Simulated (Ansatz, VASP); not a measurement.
## AlFe in two plane-wave programs

One calculation is typed for both programs; each brings its own data sets and cutoff. How far apart do they land? The cell comes out of the VASP series on this material, whose earlier steps may have relaxed, scaled or displaced it; both programs get it as it stands.

Main program and level: Ansatz 0.2.0; plane waves, with VASP 6.6.1 beside it; relaxation of cell and atoms at PBEsol with D3(BJ) and relaxation of cell and atoms at RPBE.

### Step 1. The structure

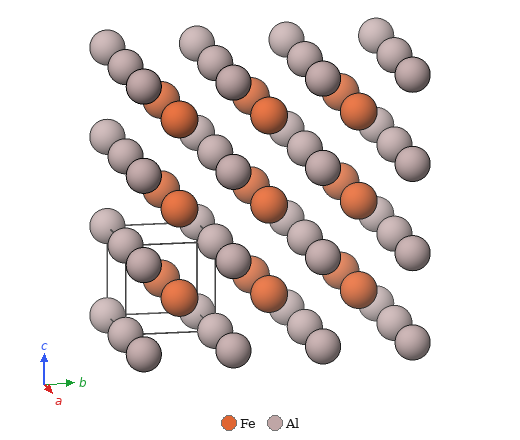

The starting structure, seen slightly off an axis (iron orange, aluminium light grey). 2×3×3 cells are drawn. Some periodic images of atoms are drawn too.

### Step 2. Ansatz: relaxation of cell and atoms, PBEsol with D3(BJ)

Ansatz runs on its default PAW (the set named soft_2) files.

The relaxed volume is the usual yardstick between codes: its relative difference is about their pressure difference at one cell divided by the bulk modulus.

Input file input.yaml:

```yaml
crystal:
  lattice:
    - [2.8145726992, 0.0, 0.0]
    - [0.0, 2.8145726992, 0.0]
    - [0.0, 0.0, 2.8145726992]
  atoms:
    - { symbol: Fe, position: [0.5, 0.5, 0.5], spin: 3.0 }
    - { symbol: Al, position: [0.0, 0.0, 0.0] }
hamiltonian:
  xc: pbesol
  pseudopotentials: { kind: paw }
  dispersion: d3bj
magnetization:
  spin_polarized: true
kpoints:
  mp_grid: { grid: [16, 16, 16] }
scf:
  occupations: { method: methfessel_paxton, width: 0.15 }
relax:
  f_tol: 0.01
  max_steps: 60
  cell: { stress_tol: 0.05 }
output:
  forces: true
  stress: true
```

Started as:

```bash
$ ansatz run input.yaml --threads 4 --pin off --max-ram 9216MiB --backend cpu --events-out ev --progress --plain --runs-dir out
```

Numbers of over 12 decimals in the logs are rounded to 6 here.

What it wrote:

```text
Engine: ansatz 0.2.0, aarch64-unknown-linux-gnu
Pseudopotentials: kind: paw
Pseudopotential: Fe, paw, valence charge 16, recommended cutoff 420 eV (normal), Fe.paw.azcp
Pseudopotential: Al, paw, valence charge 3, recommended cutoff 420 eV (normal), Al.paw.azcp
Functional definition: PBEsol
  exchange = pbesol_x
  correlation = pbesol_c
Crystal: 2 atoms, lattice volume = 22.297 Å³
Basis set: ecut = 420 eV, 461 PW (Γ), exchange–correlation on 40×40×40 points (8 copies of the dense FFT grid, shifted against one another)
Bands: 15, of which v1, the nominal top of the filled ones, is band 10 counted from 1 (9 counted from 0)
Symmetry: 48 space group operations
Space group: Pm-3m (ITA 221), of the structure as read, at distance tolerance 2.8e-5 Å
Magnetic group: BNS 221.92 (UNI 1594), of the structure as read, at distance tolerance 2.8e-5 Å
k-points: 165 of 4096
Non-local potential: Fe, projectors of the file, l = 0: 3, l = 1: 2, l = 2: 3, l = 3: 1
Non-local potential: Al, projectors of the file, l = 0: 2, l = 1: 2, l = 2: 1
PAW form: soft (Blöchl's): semilocal exchange-correlation on the pseudo side does not see the compensation charge
PAW frozen core: Fe, regenerated for the run's functional, and the local potential with it (the file was generated under x = pbe(κ = 0.804, μ = 0.219515), c = pbe(β = 0.066725))
PAW frozen core: Al, regenerated for the run's functional, and the local potential with it (the file was generated under x = pbe(κ = 0.804, μ = 0.219515), c = pbe(β = 0.066725))
PAW one-centre angular grid: Fe, 590 points (default); XC on 64 Gauss nodes
PAW one-centre angular grid: Al, 110 points (default); XC on 64 Gauss nodes
Initial density: superposition of atomic densities (chi_scale 0.1, normalization cell)
Starting moments: Σ|m| = 3 μB on 1 of 2 sites
Initial wavefunctions: pseudopotential atomic-orbital guess
Functional: x = pbesol(κ = 0.804, μ = 0.123457), c = pbesol(β = 0.046)
SCF iter   1: F=—  HF=-4973.924681 eV  |F-HF|=—  |Δ(HF+E_count)|=         —  Δρ=8.56e-2 (↑8.56e-2 ↓3.43e-2)  dr2=1.92e0  dr2_m=2.35e-1  M=2.254 μB ∫|m|=2.497 μB  β_m=0.30  ethr=3.10e-3  ⟨swp⟩=4.2  Hψ=22234  notcnv=0
Mixer restart at iter 1: flushing history
preconditioner: auto → none  [metal: Δε(μ)=0.003 eV  Ē_g=9.710 eV  σ=0.150 eV  W_gap=0.01  n_scr=6 (ndim 8)  ℏωp=26.1 eV  f_vac=0.000  D(μ)=2.49/eV (n_scr^D=32)  sad-step TF]
SCF iter   2: F=—  HF=-4973.279079 eV  |F-HF|=—  |Δ(HF+E_count)|=   6.46e-1  Δρ=3.38e-2 (↑3.38e-2 ↓2.40e-2)  dr2=1.63e-1  dr2_m=1.35e-1  M=2.177 μB ∫|m|=2.437 μB  β_m=0.36  ethr=3.10e-3  ⟨swp⟩=2.7  Hψ=11417  notcnv=0  defer=235
SCF iter   3: F=—  HF=-4974.641540 eV  |F-HF|=—  |Δ(HF+E_count)|=         —  Δρ=1.69e-1 (↑1.69e-1 ↓1.09e-1)  dr2=6.79e-1  dr2_m=3.85e0  M=0.883 μB ∫|m|=1.004 μB  β_m=1.00  ethr=8.57e-4  ⟨swp⟩=2.0  Hψ=6739  notcnv=0  defer=239
Mixer restart at iter 3: flushing history
SCF iter   4: F=—  HF=-4976.608831 eV  |F-HF|=—  |Δ(HF+E_count)|=    1.97e0  Δρ=1.54e-1 (↑1.45e-1 ↓1.54e-1)  dr2=1.56e1  dr2_m=1.33e-2  M=0.776 μB ∫|m|=0.911 μB  β_m=0.36  ethr=2.63e-4  ⟨swp⟩=3.8  Hψ=14342  notcnv=0  defer=273
SCF iter   5: F=—  HF=-4976.645228 eV  |F-HF|=—  |Δ(HF+E_count)|=   3.64e-2  Δρ=1.35e-1 (↑1.35e-1 ↓7.83e-2)  dr2=7.24e0  dr2_m=1.75e-1  M=0.598 μB ∫|m|=0.671 μB  β_m=0.29  ethr=2.63e-4  ⟨swp⟩=4.0  Hψ=17981  notcnv=0  defer=316
SCF iter   6: F=—  HF=-4974.833437 eV  |F-HF|=—  |Δ(HF+E_count)|=    1.81e0  Δρ=1.23e-2 (↑1.17e-2 ↓1.23e-2)  dr2=1.27e-2  dr2_m=2.58e-2  M=0.707 μB ∫|m|=0.801 μB  β_m=0.54  ethr=2.63e-4  ⟨swp⟩=3.2  Hψ=14098  notcnv=0  defer=357
SCF iter   7: F=—  HF=-4974.886419 eV  |F-HF|=—  |Δ(HF+E_count)|=   5.30e-2  Δρ=1.37e-2 (↑3.65e-3 ↓1.37e-2)  dr2=4.15e-2  dr2_m=7.57e-3  M=0.680 μB ∫|m|=0.766 μB  β_m=0.48  ethr=6.69e-5  ⟨swp⟩=2.0  Hψ=11833  notcnv=0  defer=343
SCF iter   8: F=—  HF=-4974.889485 eV  |F-HF|=—  |Δ(HF+E_count)|=   3.07e-3  Δρ=4.96e-3 (↑2.41e-3 ↓4.96e-3)  dr2=1.81e-3  dr2_m=2.13e-3  M=0.670 μB ∫|m|=0.751 μB  β_m=0.74  ethr=6.69e-5  ⟨swp⟩=2.3  Hψ=8345  notcnv=0  defer=343
SCF iter   9: F=—  HF=-4974.888364 eV  |F-HF|=—  |Δ(HF+E_count)|=   1.12e-3  Δρ=1.47e-3 (↑7.81e-4 ↓1.47e-3)  dr2=1.14e-4  dr2_m=2.48e-4  M=0.666 μB ∫|m|=0.743 μB  β_m=0.87  ethr=9.54e-6  ⟨swp⟩=2.1  Hψ=8463  notcnv=0  defer=342
SCF iter  10: F=—  HF=-4974.888325 eV  |F-HF|=—  |Δ(HF+E_count)|=   3.84e-5  Δρ=3.39e-4 (↑2.79e-4 ↓3.39e-4)  dr2=7.89e-5  dr2_m=2.28e-7  M=0.664 μB ∫|m|=0.739 μB  β_m=0.85  ethr=6.00e-7  ⟨swp⟩=2.3  Hψ=8130  notcnv=0  defer=342
SCF iter  11: F=—  HF=-4974.877060 eV  |F-HF|=—  |Δ(HF+E_count)|=         —  Δρ=5.78e-4 (↑3.60e-4 ↓5.78e-4)  dr2=1.20e-5  dr2_m=4.24e-5  M=0.670 μB ∫|m|=0.745 μB  β_m=0.85  ethr=4.15e-7  ⟨swp⟩=2.0  Hψ=5993  notcnv=0  defer=342
Mixer restart at iter 11: flushing history
iteration 11: the input's own smearing fills from here on; a Gaussian of 0.15 eV has filled iterations ahead of it
SCF iter  12: F=—  HF=-4974.877099 eV  |F-HF|=—  |Δ(HF+E_count)|=   3.90e-5  S|Δr|=    0.00e0  Δρ=7.32e-4 (↑7.32e-4 ↓4.02e-4)  dr2=2.32e-4  dr2_m=5.73e-6  M=0.670 μB ∫|m|=0.746 μB  β_m=0.50  ethr=6.32e-8  ⟨swp⟩=2.1  Hψ=7886  notcnv=0  defer=342  recentre
SCF iter  13: F=—  HF=-4974.877112 eV  |F-HF|=—  |Δ(HF+E_count)|=   1.34e-5  S|Δr|=    0.00e0  Δρ=9.80e-4 (↑4.11e-4 ↓9.80e-4)  dr2=3.40e-4  dr2_m=1.91e-5  M=0.671 μB ∫|m|=0.747 μB  β_m=0.22  ethr=6.32e-8  ⟨swp⟩=2.6  Hψ=8201  notcnv=0  defer=342
SCF iter  14: F=—  HF=-4974.877066 eV  |F-HF|=—  |Δ(HF+E_count)|=   4.61e-5  S|Δr|=    0.00e0  Δρ=2.37e-4 (↑1.51e-4 ↓2.37e-4)  dr2=1.54e-6  dr2_m=7.58e-6  M=0.670 μB ∫|m|=0.747 μB  β_m=0.54  ethr=6.32e-8  ⟨swp⟩=2.1  Hψ=7992  notcnv=0  defer=342
SCF iter  15: F=—  HF=-4974.877068 eV  |F-HF|=—  |Δ(HF+E_count)|=   1.60e-6  S|Δr|=    0.00e0  Δρ=1.01e-5 (↑1.01e-5 ↓7.91e-6)  dr2=1.54e-9  dr2_m=1.52e-8  M=0.671 μB ∫|m|=0.748 μB  β_m=0.77  ethr=5.26e-10  ⟨swp⟩=3.0  Hψ=16824  notcnv=0
SCF iter  16: F=-4974.877068 eV  HF=-4974.877068 eV  |F-HF|=1.87e-10  |Δ(HF+E_count)|=   1.24e-8  S|Δr|=    0.00e0  Δρ=2.45e-6 (↑2.45e-6 ↓1.19e-6)  dr2=8.14e-10  dr2_m=5.24e-10  M=0.671 μB ∫|m|=0.748 μB  ethr=8.09e-12  ⟨swp⟩=3.0  Hψ=11112  notcnv=0
SCF 1 converged in 16 iterations: F = -4974.877068 eV  dr2 = 8.14e-10
  greatest PAW one-centre occupation: 1.001 electrons in one spin orbital (limit 2), on the Fe atom at site 0 (counted from 0), in its partial waves of l = 1
relax step   1: F+E_penalty+E_count = -4974.87706755 eV  Δ(F+E_penalty+E_count) = +0.000e0 eV  max|allowed force component| = 7.594e-29 eV/Å  Δτ_max = 0.0000 Å  P = +0.811 GPa  Ω = 22.297 Å³  (16 SCF iters, dr2 threshold 1.00e-7 eV, accepted)
[...]
relax step   2: F+E_penalty+E_count = -4974.87722378 eV  Δ(F+E_penalty+E_count) = -1.562e-4 eV  max|allowed force component| = 1.588e-29 eV/Å  Δτ_max = 0.0000 Å  P = +0.345 GPa  Ω = 22.347 Å³  energy of the carried Pulay correction = -2.560e-5 eV  (6 SCF iters, dr2 threshold 2.00e-7 eV, accepted)
[...]
relax step   3: F+E_penalty+E_count = -4974.87724514 eV  Δ(F+E_penalty+E_count) = -2.136e-5 eV  max|allowed force component| = 8.464e-30 eV/Å  Δτ_max = 0.0000 Å  P = +0.002 GPa  Ω = 22.384 Å³  energy of the carried Pulay correction = -4.454e-5 eV  (6 SCF iters, dr2 threshold 2.00e-7 eV, accepted)
[...]
relax step   4: F+E_penalty+E_count = -4974.87729135 eV  Δ(F+E_penalty+E_count) = -4.621e-5 eV  max|allowed force component| = 5.325e-30 eV/Å  Δτ_max = 0.0000 Å  P = +0.006 GPa  Ω = 22.384 Å³  stress off target by 5.96e-3 GPa  SCF on the basis re-selected at this cell (its energy is not comparable with the rows above)  (6 SCF iters)
basis re-selected at this cell: Δ(F+E_penalty+E_count) = -4.621e-5 eV, ΔP = +0.004 GPa vs the last step (what re-selecting the basis moved, of the pressure what is left beyond the Pulay correction that the steps carried, after the strain that the cell walked since its last selection, with what the two solves' SCF thresholds leave and, on support functions, any second-order correction that the steps lacked; it is no m [...]
SCF converged after 6 iterations
Stability not checked: this state was not tested for a lower state beside it, because cold or Methfessel-Paxton smearing, or corrected tetrahedra, fill the levels in a way that the test cannot read (fill_not_monotonic; see scf.lower_state_search)
Magnetization: 0.6723 μB (9.8361 up, 9.1639 down)
Absolute magnetization: 0.7505 μB (∫|ρ↑−ρ↓|, with the PAW one-centre terms)
Spin contamination: 0.0059 ħ² per cell (⟨S²⟩ above its minimum at these occupations)
Per-site moments (μB) at R_I (Å): [(0.689699, 1.006785), (-0.021229, 1.006785)]
Free energy (F): -4974.877291 eV
Harris-Foulkes:  -4974.877291 eV  (|F-HF|=1.82e-12)
Internal energy: -4974.878278 eV  (E = F + TS)
E sigma→0 (E₀):  -4974.877538 eV
Entropy (-TS):   0.000986 eV (0.493 meV/atom)
Fermi energy:    14.920272 eV
--- Per-component energies (eV) ---
  E_band       = -230.811575
  E_kinetic    = 385.384667
  E_local      = -2682.670182  (includes V_loc(G=0)·N_el)
  E_nonlocal   = 227.648250
  E_hartree    = 1162.698474
  E_xc         = -160.078162
  E_vxc        = -185.213953  (∫ρ·V_xc dr)
  E_paw        = -1789.752248  (= ΣΔE_a)
  E_vpaw       = -301.358304  (= ΣTr[D̂ρ^β])
  E_aug_tail   = 0.000966  (compensation charges beyond the density's cutoff)
  E_ewald      = -2117.513149
  E_disp       = -0.795235  (pairwise vdW)
  E_core_change = 0.198341  (= ΣΔE_core)
  E_smearing   = 0.000986  (= −TS)
  E_closure    = -0.000000  (closes the sum)
  Σ components = -4974.877291   (vs F -4974.877291, Δ=0.00e0)
--- Forces (eV/Å), atoms counted from 1 ---
  atom   1  Fe     0.00000000     0.00000000    -0.00000000
  atom   2  Al     0.00000000    -0.00000000    -0.00000000
  max |Σ_I F_I| component: 1.04e-29 eV/Å
--- Stress (GPa, compression-positive) ---
        0.005956       0.000000       0.000000
        0.000000       0.005956       0.000000
        0.000000       0.000000       0.005956
  P = ⅓ Tr σ = 0.0060 GPa (0.060 kbar)
--- Relaxed structure (3 steps of the walk, 3 accepted, 1 SCFs on fresh bases) ---
  F+E_penalty+E_count = -4974.87729135 eV   max|allowed force component| = 5.325e-30 eV/Å   (the final SCF, on the basis selected at the relaxed cell)
  cell:  # Å, volume = 22.3844 Å³
    - [2.818266, 0, 0]
    - [0, 2.818266, 0]
    - [0, 0, 2.818266]
  atoms:
    - { symbol: Fe, position: [0.5, 0.5, 0.5] }
    - { symbol: Al, position: [0, 0, 0] }
```

Run time: 8.8 s. Hardware: 4 threads of Arm Neoverse V1, shared host; peak memory 0.4 GiB.

[end of part 1 of 2]

[Lines on the potential files, build, host, timing and source positions are cut from VASP's logs without a mark.]

[Logs are printed without paths, hosts, clocks, repeated set-up lines and the standing remarks that a program may print on its own settings, such as how far it seeks lower states.]

[Hosts, paths, dates, database ids (printed as entryN), source tags and the programs' standing remarks are cut or masked in the printed files.]
